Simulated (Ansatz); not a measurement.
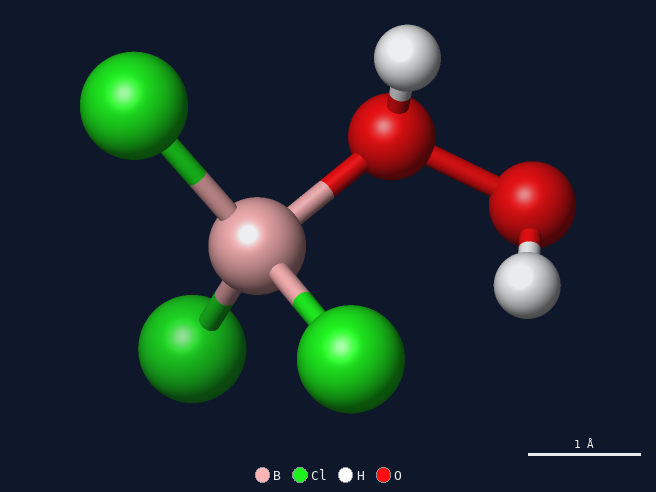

Every bond is drawn as one stick, whatever its order.

Question: Count the atoms of each element.

Answer: BCl₃H₂O₂, 8 atoms: 1 boron, 3 chlorine, 2 hydrogen and 2 oxygen.

Question: How many sets of symmetry-equivalent atoms are there?

Answer: 8: 1 B, 1 Cl, 1 Cl, 1 Cl, 1 H, 1 O, 1 O, 1 H.

Question: What is the point group of this geometry?

Answer: C1.

Question: How many bonds of each kind are drawn?

Answer: 3 B–Cl, 2 O–H, 1 O–O, 1 B–O. Sticks follow a distance rule.

More results for the same structure follow; atom numbers are the same in all pictures, views and colours differ. Computed geometry: PBE0-D4/def2-TZVP optimisation.

## Shape

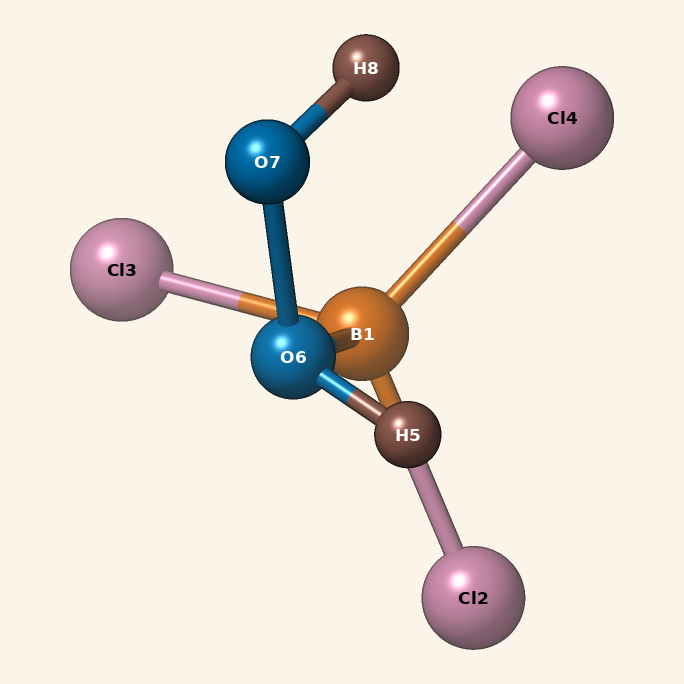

B1 lies behind O6. The molecule seen a little off the O6–B1 bond, O6 in front. Depth is shown by fading: the farther an atom, the more it takes the colour of the background.

Question: What is the torsion angle O7–O6–B1–Cl2? The sign is positive where the front bond must turn clockwise to cover the back bond.

Answer: 159°, antiperiplanar (anti).

## Dipole moment

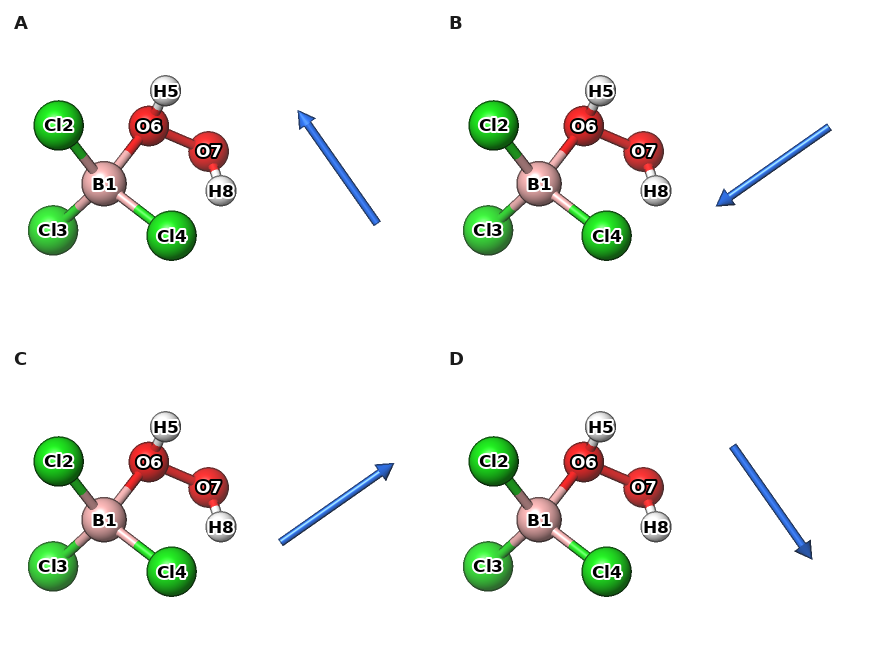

The same molecule four times, each with an arrow. Properties computed with RKS PBE0-D4/def2-TZVP (Ansatz 0.2.0).

Question: Which arrow points along the dipole moment, from the negative to the positive end?

Answer: C. The dipole moment is 3.11 D; it points from the side of Cl3 to the side of H5, O7 (the outermost atoms at the two ends).

## Vibrations

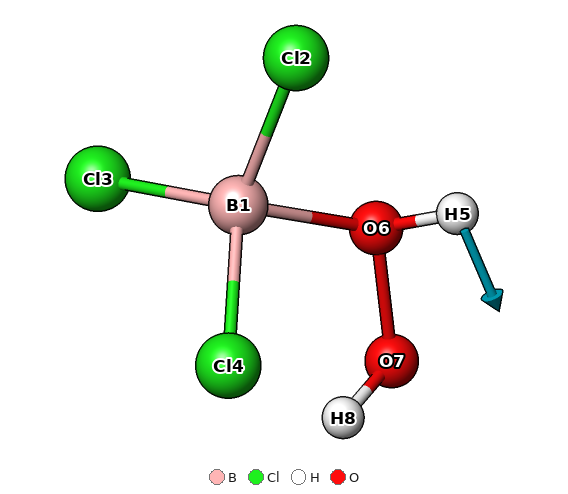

The arrows show one normal mode. Harmonic vibrations computed with RKS PBE0-D4/def2-TZVP (Ansatz 0.2.0) at a stationary point of the same level.

Question: Describe the motion.

Answer: Mostly H–O–O bending.

Question: At what wavenumber does it lie?

Answer: 1323 cm⁻¹; it is mode 15 of 18 counted from the lowest.

## Thermal motion

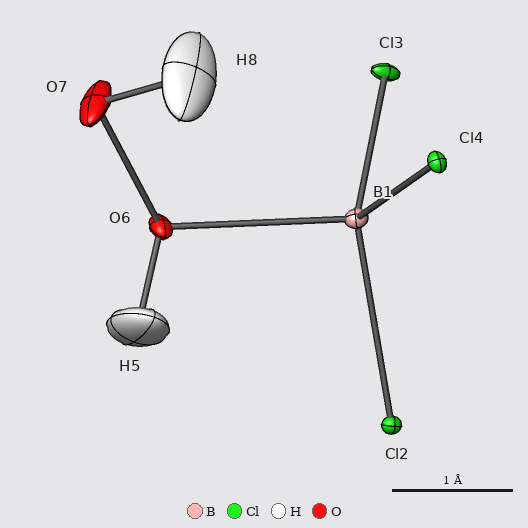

Displacement ellipsoids at the 50 % level, from the internal vibrations of the free molecule (harmonic, no overall translation or rotation; no half-axis is drawn under 0.075 Å). Vibrations computed with RKS PBE0-D4/def2-TZVP (Ansatz 0.2.0). Temperature: 400 K.

Question: Which atom has the largest mean-square displacement?

Answer: H8, with U_eq = 0.0435 Å².

Question: Does H8 move more along its bond or across it?

Answer: Across it: the root-mean-square amplitude is 0.113 Å along the bond and up to 0.313 Å across, since bending and torsion are softer than stretching.

List U_eq and the three principal root-mean-square amplitudes for each kind of atom.

```tsv
atom	U_eq (Å²)	rms amplitudes (Å)
B1	0.0034	0.052, 0.058, 0.064
Cl2	0.0025	0.045, 0.048, 0.058
Cl3	0.0039	0.045, 0.048, 0.086
Cl4	0.0028	0.046, 0.051, 0.062
H5	0.0370	0.086, 0.158, 0.281
O6	0.0050	0.050, 0.062, 0.093
O7	0.0152	0.057, 0.085, 0.187
H8	0.0435	0.093, 0.154, 0.313
```
